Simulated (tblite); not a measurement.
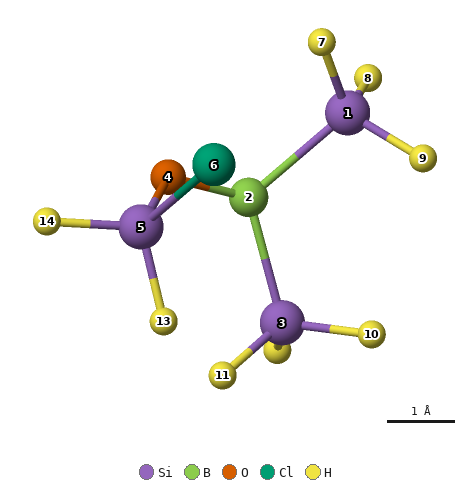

The input geometry (ball-and-stick view, seen at an oblique angle; atoms are numbered from 1 in the order of the input). Bond lengths as drawn: B–O 1.49 Å, B–Si 1.95 Å, Cl–Si 2.12 Å, H–Si 1.40 to 1.45 Å and O–Si 1.76 Å.

Geometry relaxation of BSi₃H₈ClO

BSi₃H₈ClO, computed with GFN2-xTB geometry optimisation, gas phase (tblite 0.8.0).

**What the program printed**
```
step      E/eV     max force
  0    -521.88983    3.337
  1    -522.32829    2.349
  2    -522.64440    2.040
  3    -522.72364    0.889
  4    -522.80773    0.602
  5    -522.87337    0.774
  6    -522.92087    0.809
  7    -523.00004    0.688
  8    -523.03238    0.572
  9    -523.05886    0.416
 10    -523.07808    0.448
 11    -523.09868    0.510
 12    -523.12457    0.482
 13    -523.15152    0.446
 14    -523.17135    0.440
 15    -523.18487    0.442
 16    -523.20023    0.477
 17    -523.21958    0.480
 18    -523.23928    0.358
 19    -523.25469    0.280
 20    -523.26700    0.370
 21    -523.27819    0.410
 22    -523.29590    0.402
 23    -523.32128    0.488
 24    -523.34455    0.399
 25    -523.36010    0.264
 26    -523.36891    0.247
 27    -523.37765    0.312
 28    -523.38991    0.343
 29    -523.40299    0.523
 30    -523.41185    0.318
 31    -523.41949    0.175
 32    -523.42282    0.149
 33    -523.42567    0.123
 34    -523.42820    0.113
 35    -523.43048    0.112
 36    -523.43261    0.105
 37    -523.43432    0.090
 38    -523.43554    0.087
 39    -523.43665    0.103
 40    -523.43809    0.118
 41    -523.43983    0.119
 42    -523.44111    0.076
 43    -523.44161    0.031
 44    -523.44173    0.025
 45    -523.44177    0.020
 46    -523.44180    0.015
 47    -523.44185    0.019
 48    -523.44193    0.023
 49    -523.44203    0.024
 50    -523.44214    0.026
 51    -523.44221    0.021
 52    -523.44228    0.021
 53    -523.44235    0.022
 54    -523.44246    0.024
 55    -523.44261    0.033
 56    -523.44280    0.038
 57    -523.44297    0.035
 58    -523.44311    0.027
 59    -523.44321    0.031
 60    -523.44332    0.033
 61    -523.44349    0.034
 62    -523.44377    0.050
 63    -523.44416    0.054
 64    -523.44450    0.041
 65    -523.44471    0.038
 66    -523.44488    0.036
 67    -523.44514    0.058
 68    -523.44558    0.076
 69    -523.44612    0.073
 70    -523.44653    0.042
 71    -523.44676    0.034
 72    -523.44693    0.034
 73    -523.44721    0.051
 74    -523.44760    0.067
 75    -523.44795    0.047
 76    -523.44811    0.034
 77    -523.44820    0.026
 78    -523.44827    0.022
 79    -523.44845    0.021
 80    -523.44857    0.020
 81    -523.44866    0.018
 82    -523.44870    0.018
 83    -523.44874    0.013
 84    -523.44878    0.014
 85    -523.44884    0.016
 86    -523.44891    0.028
 87    -523.44900    0.036
 88    -523.44910    0.034
 89    -523.44919    0.031
 90    -523.44926    0.020
 91    -523.44930    0.016
 92    -523.44934    0.022
 93    -523.44940    0.037
 94    -523.44948    0.050
 95    -523.44959    0.050
 96    -523.44968    0.034
 97    -523.44974    0.018
 98    -523.44980    0.023
 99    -523.44987    0.037
100    -523.44995    0.040
101    -523.45002    0.027
102    -523.45009    0.024
103    -523.45017    0.026
104    -523.45028    0.040
105    -523.45037    0.036
106    -523.45043    0.019
107    -523.45046    0.012
108    -523.45048    0.013
109    -523.45050    0.014
110    -523.45053    0.019
111    -523.45056    0.024
112    -523.45059    0.023
113    -523.45064    0.026
114    -523.45069    0.025
115    -523.45073    0.017
116    -523.45075    0.014
117    -523.45078    0.019
118    -523.45081    0.025
119    -523.45085    0.027
120    -523.45091    0.022
121    -523.45095    0.016
122    -523.45098    0.016
123    -523.45102    0.017
124    -523.45107    0.028
125    -523.45116    0.038
126    -523.45130    0.042
127    -523.45145    0.037
128    -523.45158    0.026
129    -523.45166    0.027
130    -523.45172    0.040
131    -523.45180    0.033
132    -523.45193    0.022
133    -523.45202    0.021
134    -523.45210    0.029
135    -523.45217    0.027
136    -523.45224    0.027
137    -523.45231    0.020
138    -523.45236    0.014
139    -523.45240    0.016
140    -523.45244    0.020
141    -523.45248    0.023
142    -523.45253    0.020
143    -523.45257    0.015
144    -523.45258    0.015
145    -523.45260    0.007
```

**Trajectory as extended XYZ (Å, eV, eV/Å), 16 of the 26 frames kept, from step=0 to step=145**
```
14
Properties=species:S:1:pos:R:3:forces:R:3 step=0 energy=-521.88983
Si    1.8152   -1.4242    2.3381   -1.3350  -0.1960   0.0560
B     0.0370   -0.6140    2.2896   -2.0810  -2.0190  -1.6520
Si   -0.0579    1.1636    1.5024   -0.1340  -0.3540   0.9530
O    -1.0814   -1.5441    1.9592    0.7400   1.2640  -2.1970
Si   -1.8375   -1.7317    0.3812    1.8640  -0.1420   1.7110
Cl   -0.6575   -3.0008   -0.8390   -0.6990   0.8480   0.9140
H     1.6993   -2.8264    2.1033    0.2040  -0.8880  -0.1620
H     2.3811   -1.2021    3.5973    1.0300   0.1520   1.4270
H     2.6207   -0.8352    1.3203    0.5980   0.3150  -0.6240
H     1.1090    1.4011    0.7097    0.5720   0.2500  -0.4890
H    -1.2192    1.2576    0.6848   -0.6510   0.5330  -0.5520
H    -0.1326    2.1357    2.5486   -0.0320   0.8340   0.4080
H    -1.9523   -0.4223   -0.2424    0.1590  -0.1650  -0.1900
H    -3.1655   -2.2467    0.5135   -0.2350  -0.4320   0.3950
14
Properties=species:S:1:pos:R:3:forces:R:3 step=12 energy=-523.12457
Si    1.7493   -1.5319    2.4095    0.3340  -0.0110   0.0150
B     0.0017   -0.6825    2.0745   -0.2680  -0.1070  -0.2240
Si   -0.1110    1.2273    1.5697    0.0610   0.2800  -0.1400
O    -1.0048   -1.4776    1.6553   -0.0350   0.0860  -0.1400
Si   -1.8863   -1.7540    0.3253    0.1220  -0.0100  -0.0190
Cl   -0.6931   -2.9899   -0.7554   -0.2910   0.1060   0.0510
H     1.8582   -2.9779    2.1551   -0.0540   0.0550   0.0910
H     2.4588   -1.2583    3.6669   -0.0990  -0.0570   0.0460
H     2.6294   -0.9108    1.3892   -0.0160  -0.0910   0.0290
H     1.0754    1.4887    0.7271   -0.0650   0.0680   0.0470
H    -1.2532    1.5671    0.6876    0.0770  -0.0120   0.1370
H    -0.1395    2.2743    2.5925    0.0200  -0.0250   0.0960
H    -1.9939   -0.4798   -0.4183   -0.1630  -0.4460   0.0820
H    -3.1325   -2.3840    0.7875    0.3770   0.1630  -0.0720
14
Properties=species:S:1:pos:R:3:forces:R:3 step=18 energy=-523.23928
Si    1.7728   -1.5634    2.4211   -0.2330   0.1220   0.0740
B     0.0359   -0.6372    1.9701    0.3180   0.1570   0.0530
Si   -0.1020    1.3308    1.5688    0.0800  -0.1770   0.1950
O    -0.9568   -1.4016    1.5184    0.1200   0.0190  -0.0390
Si   -1.8805   -1.8011    0.2736   -0.0240  -0.0730  -0.2690
Cl   -0.7972   -3.0817   -0.8403   -0.0730   0.0110   0.0120
H     1.9185   -3.0187    2.2709   -0.2010  -0.0030  -0.0650
H     2.3992   -1.3352    3.7271   -0.0650   0.1410   0.0600
H     2.6841   -1.0054    1.4180    0.2110   0.0450  -0.1010
H     1.0648    1.6321    0.7366    0.1220   0.1430  -0.0830
H    -1.2557    1.7673    0.7696   -0.0870  -0.1100  -0.0660
H    -0.1240    2.2933    2.6741    0.0890  -0.0620   0.1060
H    -2.1985   -0.6586   -0.5805   -0.0040  -0.0310   0.0480
H    -3.0021   -2.4101    0.9391   -0.2530  -0.1800   0.0730
14
Properties=species:S:1:pos:R:3:forces:R:3 step=30 energy=-523.41185
Si    1.7664   -1.5146    2.4147    0.1100  -0.0430  -0.0560
B     0.1751   -0.5395    1.6946    0.1000  -0.0070  -0.0280
Si    0.0141    1.4473    1.6044    0.0330   0.0220  -0.0950
O    -0.7578   -1.2697    1.0879   -0.0370   0.0290   0.0670
Si   -1.9304   -1.9179    0.2051    0.2210  -0.1410  -0.1800
Cl   -1.0509   -3.2929   -0.9809   -0.0180   0.0070   0.0460
H     1.6866   -2.9832    2.3867   -0.0670   0.0070  -0.0380
H     2.1870   -1.2232    3.7947   -0.0900   0.0940  -0.0370
H     2.9443   -1.1902    1.5789   -0.0870  -0.0040   0.0630
H     1.0770    2.0643    0.7899   -0.0070  -0.0680   0.0350
H    -1.2329    1.8789    0.9589   -0.0930   0.0310  -0.0280
H     0.0461    2.1740    2.8786    0.0110  -0.0630   0.0680
H    -2.5522   -0.9708   -0.7105   -0.0230   0.1300   0.0860
H    -2.8139   -2.5519    1.1637   -0.0540   0.0040   0.0980
14
Properties=species:S:1:pos:R:3:forces:R:3 step=42 energy=-523.44111
Si    1.7678   -1.5046    2.3827    0.0460  -0.0060   0.0000
B     0.2250   -0.5200    1.5980   -0.0310  -0.0430   0.0050
Si    0.0179    1.4578    1.5773    0.0000   0.0300   0.0010
O    -0.7164   -1.2629    1.0253   -0.0310  -0.0410  -0.0350
Si   -1.9040   -1.9504    0.1961   -0.0030   0.0170   0.0740
Cl   -1.0863   -3.3397   -0.9992    0.0090  -0.0050  -0.0170
H     1.6120   -2.9680    2.3930    0.0000   0.0230  -0.0020
H     2.0597   -1.1350    3.7766   -0.0010   0.0070  -0.0140
H     3.0065   -1.2469    1.6276   -0.0110  -0.0080   0.0300
H     1.0780    2.1175    0.7995   -0.0110   0.0120   0.0000
H    -1.2518    1.9281    0.9953    0.0240  -0.0010   0.0060
H     0.0749    2.0569    2.9201   -0.0030  -0.0120  -0.0180
H    -2.5764   -0.9651   -0.6423   -0.0100   0.0210  -0.0180
H    -2.7483   -2.5572    1.2166    0.0190   0.0050  -0.0130
14
Properties=species:S:1:pos:R:3:forces:R:3 step=48 energy=-523.44193
Si    1.7696   -1.5018    2.3794   -0.0130  -0.0100   0.0110
B     0.2292   -0.5215    1.5816   -0.0080   0.0000  -0.0040
Si    0.0225    1.4593    1.5750   -0.0110   0.0000  -0.0030
O    -0.7097   -1.2653    1.0064    0.0110   0.0010   0.0060
Si   -1.9071   -1.9541    0.1950    0.0050   0.0130   0.0050
Cl   -1.0980   -3.3458   -1.0048    0.0010  -0.0010  -0.0180
H     1.6024   -2.9629    2.3973    0.0070   0.0030   0.0030
H     2.0443   -1.1225    3.7735    0.0020   0.0070   0.0020
H     3.0197   -1.2585    1.6443    0.0190   0.0070  -0.0020
H     1.0747    2.1368    0.8027    0.0010  -0.0010  -0.0020
H    -1.2484    1.9383    1.0045    0.0090  -0.0060   0.0000
H     0.0812    2.0413    2.9247    0.0010  -0.0090  -0.0060
H    -2.5894   -0.9719   -0.6407   -0.0060   0.0070  -0.0030
H    -2.7325   -2.5608    1.2278   -0.0170  -0.0100   0.0110
14
Properties=species:S:1:pos:R:3:forces:R:3 step=60 energy=-523.44332
Si    1.7838   -1.4962    2.3884   -0.0050   0.0120   0.0010
B     0.2304   -0.5402    1.5860   -0.0080   0.0140  -0.0080
Si    0.0183    1.4403    1.5567    0.0100  -0.0120  -0.0010
O    -0.7126   -1.3009    1.0398    0.0020  -0.0010  -0.0170
Si   -1.9195   -1.9419    0.2017   -0.0040  -0.0120   0.0030
Cl   -1.1142   -3.3008   -1.0382   -0.0010  -0.0090  -0.0040
H     1.6347   -2.9582    2.4134    0.0100  -0.0140   0.0060
H     2.0502   -1.1016    3.7793   -0.0040   0.0020   0.0200
H     3.0385   -1.2391    1.6649    0.0000   0.0020  -0.0110
H     1.0762    2.1174    0.7904   -0.0130  -0.0100   0.0050
H    -1.2496    1.9223    0.9810    0.0190  -0.0150   0.0080
H     0.0751    2.0123    2.9109   -0.0080   0.0130  -0.0080
H    -2.5888   -0.9381   -0.6181   -0.0090   0.0320   0.0060
H    -2.7641   -2.5647    1.2105    0.0130  -0.0020   0.0000
14
Properties=species:S:1:pos:R:3:forces:R:3 step=72 energy=-523.44693
Si    1.8071   -1.4886    2.4220    0.0120   0.0070  -0.0120
B     0.2408   -0.5884    1.5827    0.0200   0.0140   0.0020
Si    0.0216    1.3919    1.5283   -0.0100  -0.0270  -0.0050
O    -0.6848   -1.3715    1.0367   -0.0060   0.0220   0.0020
Si   -1.9433   -1.9092    0.1972   -0.0050  -0.0310  -0.0050
Cl   -1.2039   -3.2162   -1.1349   -0.0130   0.0260  -0.0180
H     1.7389   -2.9554    2.4845   -0.0140  -0.0030  -0.0060
H     2.0287   -1.0495    3.8078    0.0080   0.0020   0.0200
H     3.0601   -1.1882    1.7088   -0.0120  -0.0010   0.0100
H     1.0802    2.0681    0.7620   -0.0150  -0.0170   0.0160
H    -1.2444    1.8538    0.9337    0.0030  -0.0010  -0.0030
H     0.0514    1.9814    2.8761    0.0040   0.0060  -0.0150
H    -2.6185   -0.8317   -0.5201    0.0130  -0.0110  -0.0040
H    -2.7754   -2.5859    1.1817    0.0150   0.0150   0.0200
14
Properties=species:S:1:pos:R:3:forces:R:3 step=78 energy=-523.44827
Si    1.8150   -1.4868    2.4360   -0.0080   0.0080   0.0040
B     0.2520   -0.6029    1.5756   -0.0170   0.0000  -0.0030
Si    0.0205    1.3731    1.5201    0.0010   0.0130  -0.0030
O    -0.6680   -1.3870    1.0210   -0.0050  -0.0100  -0.0110
Si   -1.9466   -1.9037    0.1965    0.0060   0.0080   0.0060
Cl   -1.2537   -3.1797   -1.1866    0.0100   0.0020  -0.0110
H     1.7626   -2.9545    2.5086   -0.0100   0.0130   0.0010
H     2.0144   -1.0266    3.8203    0.0080  -0.0200  -0.0050
H     3.0691   -1.1749    1.7324    0.0130  -0.0040   0.0040
H     1.0769    2.0539    0.7578    0.0110  -0.0060  -0.0070
H    -1.2427    1.8321    0.9185   -0.0100  -0.0070  -0.0010
H     0.0485    1.9704    2.8637   -0.0060   0.0020   0.0010
H    -2.6334   -0.8140   -0.4906    0.0050   0.0020   0.0090
H    -2.7559   -2.5888    1.1933    0.0040  -0.0010   0.0150
14
Properties=species:S:1:pos:R:3:forces:R:3 step=90 energy=-523.44926
Si    1.8172   -1.4834    2.4428   -0.0050  -0.0040  -0.0060
B     0.2562   -0.6021    1.5767   -0.0140   0.0020   0.0010
Si    0.0127    1.3715    1.5127    0.0070   0.0000  -0.0060
O    -0.6507   -1.3958    1.0137   -0.0100   0.0070   0.0010
Si   -1.9423   -1.8987    0.2000    0.0200  -0.0010   0.0050
Cl   -1.2629   -3.1550   -1.2077    0.0000   0.0050  -0.0050
H     1.7444   -2.9501    2.5063    0.0080  -0.0040  -0.0030
H     2.0221   -1.0423    3.8315   -0.0010   0.0000   0.0020
H     3.0768   -1.1766    1.7455    0.0000  -0.0100   0.0060
H     1.0772    2.0372    0.7469   -0.0100   0.0110  -0.0020
H    -1.2519    1.8209    0.9058    0.0060  -0.0030  -0.0070
H     0.0336    1.9802    2.8509    0.0000   0.0040   0.0020
H    -2.6400   -0.8010   -0.4628    0.0030  -0.0020   0.0080
H    -2.7339   -2.5943    1.2042   -0.0030  -0.0050   0.0020
14
Properties=species:S:1:pos:R:3:forces:R:3 step=102 energy=-523.45009
Si    1.8202   -1.4899    2.4530   -0.0230  -0.0030   0.0000
B     0.2655   -0.6009    1.5787   -0.0010   0.0050   0.0090
Si    0.0112    1.3729    1.4977   -0.0050  -0.0110  -0.0040
O    -0.6408   -1.3983    1.0191    0.0060   0.0050   0.0130
Si   -1.9383   -1.8952    0.2115    0.0040   0.0070  -0.0110
Cl   -1.2721   -3.1087   -1.2395    0.0030   0.0080   0.0080
H     1.7403   -2.9575    2.5024   -0.0010   0.0060   0.0080
H     2.0191   -1.0581    3.8466   -0.0100  -0.0080  -0.0150
H     3.0880   -1.1929    1.7696    0.0150   0.0080  -0.0090
H     1.0656    2.0466    0.7260    0.0080   0.0040   0.0050
H    -1.2536    1.8019    0.8748    0.0070  -0.0070   0.0110
H     0.0170    1.9953    2.8309    0.0010  -0.0050  -0.0180
H    -2.6502   -0.7835   -0.4114   -0.0110  -0.0040   0.0000
H    -2.7135   -2.6212    1.2073    0.0060  -0.0040   0.0010
14
Properties=species:S:1:pos:R:3:forces:R:3 step=108 energy=-523.45048
Si    1.8207   -1.4924    2.4539    0.0040  -0.0050  -0.0030
B     0.2728   -0.5993    1.5763   -0.0080  -0.0040  -0.0020
Si    0.0142    1.3721    1.4870    0.0010   0.0040  -0.0030
O    -0.6372   -1.3983    1.0247   -0.0040   0.0020  -0.0070
Si   -1.9368   -1.8911    0.2176    0.0080  -0.0050   0.0040
Cl   -1.2740   -3.0824   -1.2528    0.0070   0.0090   0.0030
H     1.7330   -2.9591    2.5046    0.0020  -0.0020  -0.0010
H     2.0068   -1.0659    3.8497    0.0010   0.0040   0.0030
H     3.0961   -1.1994    1.7804   -0.0040   0.0020   0.0030
H     1.0649    2.0567    0.7196    0.0020  -0.0060  -0.0020
H    -1.2549    1.7862    0.8640    0.0030   0.0020  -0.0010
H     0.0120    1.9993    2.8168    0.0000  -0.0010   0.0050
H    -2.6621   -0.7771   -0.3842   -0.0130   0.0010  -0.0030
H    -2.6970   -2.6387    1.2088   -0.0020  -0.0010   0.0040
14
Properties=species:S:1:pos:R:3:forces:R:3 step=120 energy=-523.45091
Si    1.8196   -1.4952    2.4570   -0.0180  -0.0050   0.0090
B     0.2749   -0.5991    1.5762   -0.0040   0.0010  -0.0010
Si    0.0211    1.3721    1.4783   -0.0110  -0.0030  -0.0040
O    -0.6410   -1.3934    1.0287   -0.0030  -0.0010   0.0040
Si   -1.9408   -1.8895    0.2249    0.0120  -0.0130  -0.0120
Cl   -1.2595   -3.0412   -1.2694   -0.0100   0.0070   0.0060
H     1.7339   -2.9620    2.5039   -0.0010  -0.0050   0.0000
H     1.9959   -1.0709    3.8553    0.0020   0.0010  -0.0010
H     3.0979   -1.2008    1.7930    0.0150   0.0100  -0.0080
H     1.0712    2.0527    0.7078    0.0110   0.0010   0.0030
H    -1.2467    1.7788    0.8478   -0.0010   0.0080  -0.0010
H     0.0094    2.0028    2.8063    0.0070   0.0070   0.0020
H    -2.6948   -0.7821   -0.3542    0.0010   0.0040  -0.0010
H    -2.6827   -2.6616    1.2109   -0.0010  -0.0120   0.0030
14
Properties=species:S:1:pos:R:3:forces:R:3 step=132 energy=-523.45193
Si    1.8093   -1.4969    2.4705   -0.0050   0.0100  -0.0040
B     0.2636   -0.6016    1.5902   -0.0130   0.0010   0.0030
Si    0.0308    1.3709    1.4543    0.0190  -0.0070   0.0020
O    -0.6598   -1.3974    1.0580   -0.0060   0.0000  -0.0060
Si   -1.9514   -1.8980    0.2435    0.0040   0.0100  -0.0040
Cl   -1.2443   -2.9263   -1.3259   -0.0120  -0.0030   0.0010
H     1.7435   -2.9652    2.5003   -0.0080  -0.0040  -0.0030
H     1.9751   -1.0877    3.8737    0.0000   0.0040   0.0130
H     3.0875   -1.1779    1.8167    0.0120   0.0050  -0.0050
H     1.1085    2.0139    0.6893    0.0060   0.0050  -0.0090
H    -1.2183    1.7885    0.7947    0.0000   0.0020   0.0010
H     0.0167    2.0352    2.7655   -0.0050  -0.0010   0.0100
H    -2.7594   -0.7886   -0.2572    0.0090  -0.0180   0.0090
H    -2.6434   -2.7582    1.1930   -0.0010  -0.0040  -0.0080
14
Properties=species:S:1:pos:R:3:forces:R:3 step=138 energy=-523.45236
Si    1.8021   -1.4929    2.4715   -0.0090   0.0000   0.0110
B     0.2586   -0.5969    1.5877    0.0020   0.0090  -0.0050
Si    0.0435    1.3784    1.4532   -0.0080   0.0000  -0.0020
O    -0.6649   -1.3894    1.0512   -0.0020   0.0060   0.0000
Si   -1.9537   -1.9102    0.2461    0.0020  -0.0060  -0.0100
Cl   -1.2505   -2.9109   -1.3432   -0.0010  -0.0010   0.0050
H     1.7354   -2.9614    2.4989   -0.0040  -0.0020  -0.0060
H     1.9577   -1.0886    3.8785    0.0060   0.0040  -0.0070
H     3.0824   -1.1718    1.8218    0.0040   0.0040   0.0050
H     1.1282    2.0121    0.6885   -0.0030  -0.0030   0.0060
H    -1.2008    1.8107    0.7935    0.0040  -0.0040  -0.0030
H     0.0279    2.0431    2.7651    0.0080  -0.0100  -0.0010
H    -2.7889   -0.8142   -0.2365    0.0010   0.0010   0.0100
H    -2.6186   -2.7972    1.1904    0.0000   0.0020  -0.0020
14
Properties=species:S:1:pos:R:3:forces:R:3 step=145 energy=-523.45260
Si    1.7988   -1.4896    2.4763    0.0000  -0.0030   0.0040
B     0.2614   -0.5965    1.5790   -0.0010  -0.0040   0.0010
Si    0.0495    1.3774    1.4416   -0.0010   0.0050  -0.0010
O    -0.6633   -1.3892    1.0452    0.0010  -0.0040   0.0030
Si   -1.9565   -1.9154    0.2507    0.0040   0.0010   0.0010
Cl   -1.2644   -2.8742   -1.3680    0.0000  -0.0020  -0.0020
H     1.7314   -2.9582    2.5016   -0.0010   0.0000  -0.0020
H     1.9408   -1.0838    3.8843   -0.0010   0.0000  -0.0050
H     3.0879   -1.1678    1.8442   -0.0030   0.0020   0.0010
H     1.1391    2.0087    0.6829    0.0030   0.0030  -0.0020
H    -1.1907    1.8144    0.7784   -0.0020  -0.0020  -0.0040
H     0.0340    2.0368    2.7555    0.0030   0.0000   0.0060
H    -2.8147   -0.8201   -0.1909   -0.0040   0.0010   0.0000
H    -2.5948   -2.8317    1.1857    0.0020   0.0030   0.0000
```

This output came from the following input.

**Input file**
```
{"job": {"kind": "relax", "xc": "GFN2-xTB", "basis": "xTB"}, "charge": 0, "multiplicity": 1}
Si     1.815222    -1.424179     2.338114
B      0.036976    -0.613981     2.289629
Si    -0.057921     1.163642     1.502365
O     -1.081360    -1.544053     1.959171
Si    -1.837456    -1.731679     0.381166
Cl    -0.657524    -3.000786    -0.838983
H      1.699286    -2.826360     2.103292
H      2.381132    -1.202124     3.597296
H      2.620697    -0.835218     1.320326
H      1.109040     1.401076     0.709683
H     -1.219231     1.257622     0.684795
H     -0.132585     2.135657     2.548640
H     -1.952323    -0.422289    -0.242398
H     -3.165452    -2.246738     0.513503
```

The first line tells a small driver script what to run in tblite; the rest is the geometry in Å.

Command:
```bash
OMP_NUM_THREADS=1 python <driver script> task.json out
```

**Key numbers**

- outcome: converged
- total energy: −523.4526 eV
- hardware: 1 CPU thread, shared host
- wall time: 4.7 s
- peak memory: 0.18 GiB
